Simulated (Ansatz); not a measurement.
## Electronic structure of FH$_{4}$OSi (charge −1) in real space

Input file:

```
crystal:
  periodic: [false, false, false]
  atoms:
    - {symbol: O, position_ang: [0.401167, -0.717086, -1.256737]}
    - {symbol: H, position_ang: [-0.260886, -0.470475, -1.905669]}
    - {symbol: Si, position_ang: [0.042934, 0.076673, 0.311521]}
    - {symbol: F, position_ang: [-0.212105, 0.798991, 1.881855]}
    - {symbol: H, position_ang: [0.093574, 1.467815, -0.293238]}
    - {symbol: H, position_ang: [-1.334952, -0.552867, 0.403827]}
    - {symbol: H, position_ang: [1.270270, -0.603051, 0.858542]}
basis:
  gaussian: {orbitals: "def2-TZVPPD.json"}
total_charge: -1
hamiltonian: {xc: pbe0, dispersion: d4}
output: {orbitals: {seedname: orbitals}}
```

Command:

```sh
ansatz run in.yaml --threads 2 --pin off --events-out ev --progress --plain --max-ram 5222MiB
```

Geometry: PBE0-D4/def2-TZVP.

All numbers below come from RKS PBE0-D4/def2-TZVPPD (Ansatz).

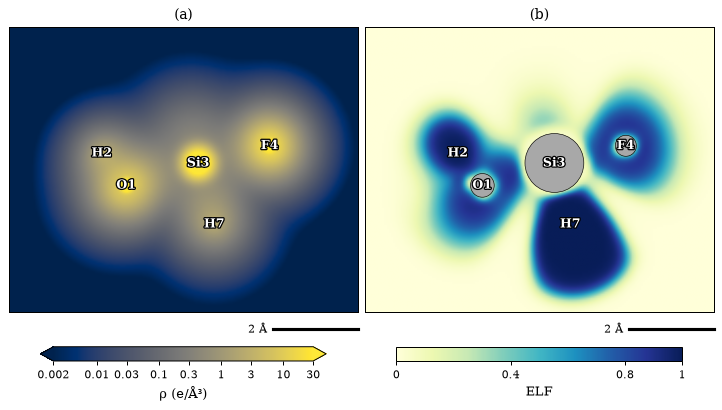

Figure 1. (a) electron density; (b) electron localisation function on the plane of atoms O1, Si3 and H7. Grey discs cover the atomic cores in the ELF map.

Question: What does the map show?

Answer: Atoms in the plane: O, H, Si and F.
Si–F (1.75 Å): ρ at the midpoint is about 0.82 e/Å³; the ELF peaks at about 0.85 in the valence shell of F, 0.5 Å from its nucleus, and is about 0.55 at the midpoint.
Si–O (1.79 Å): ρ is about 0.87 e/Å³ halfway; the ELF peaks at about 0.90 between the atoms; a shared but strongly polarised pair.
O–H (0.96 Å): ρ at the midpoint is about 3.7 e/Å³; the ELF climbs to about 1 towards the hydrogen, as it does in any bond to H: an ordinary covalent bond to hydrogen.
Si–H (1.51 Å): the density is about 0.78 e/Å³ at the midpoint; the ELF climbs to about 1 towards the hydrogen.
The ELF also peaks beside O1 and F4, away from the bonds: lone-pair regions.

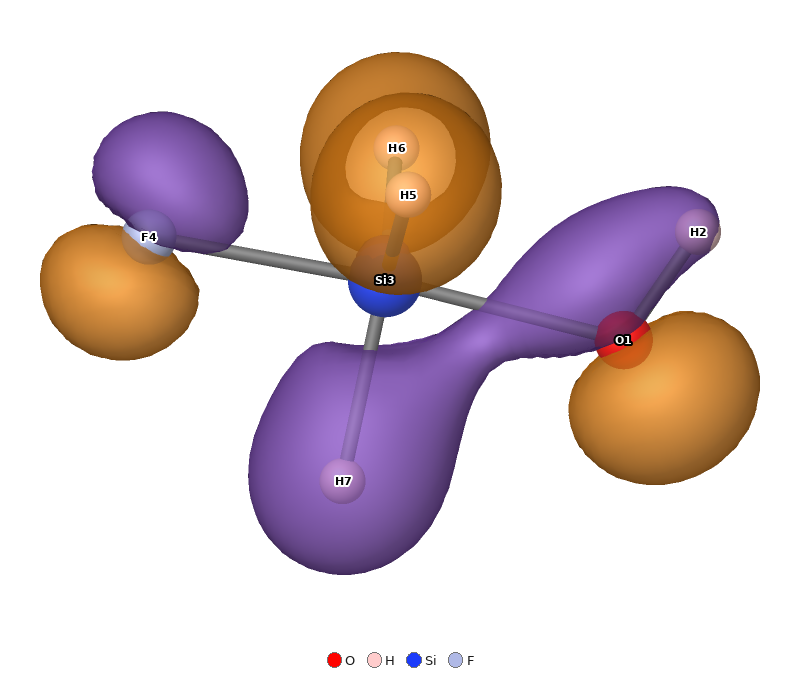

Figure 2. The HOMO−1 at ±0.15 Å⁻³ᐟ² (orange and purple are the two phases), seen across its widest extent.

Question: What is the character of this orbital?

Answer: Its weight (Hirshfeld) is mainly on O1 (about 25 %), Si3 (about 20 %), F4 (about 20 %), H7 (about 10 %), H6 (about 10 %) and H5 (about 10 %). Its energy is −2.80 eV.
